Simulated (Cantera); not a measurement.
A closed system holds: 1 mol CH₄, 0.032 mol O₂, 1 mol N₂, 4 mol H₂, equilibrated at 1200 Pa.

Cantera equilibrium calculation (NASA polynomials, part measured and part estimated; ideal gas, pure solids and liquids). Candidate condensed phases: C, C₆H₆, C₇H₈, C₈H₁₈, H₂O; 136 gas species. Rates play no part.

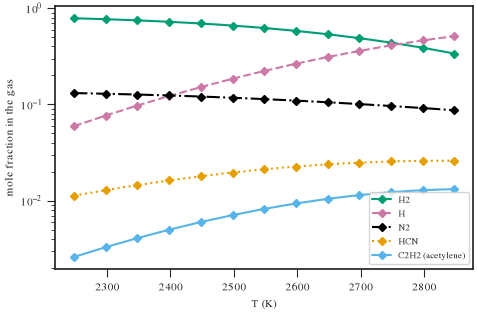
*Equilibrium gas composition (values under 1e-9 drawn at 1e-9)*

From 2248 K to 2848 K the condensed part is C(graphite). The main C-bearing gas is HCN at 2248 K and C₂H₂ (acetylene) at 2848 K. The share of C in condensed phases is highest at 2248 K (80.9 %) and lowest at 2848 K (13.8 %).
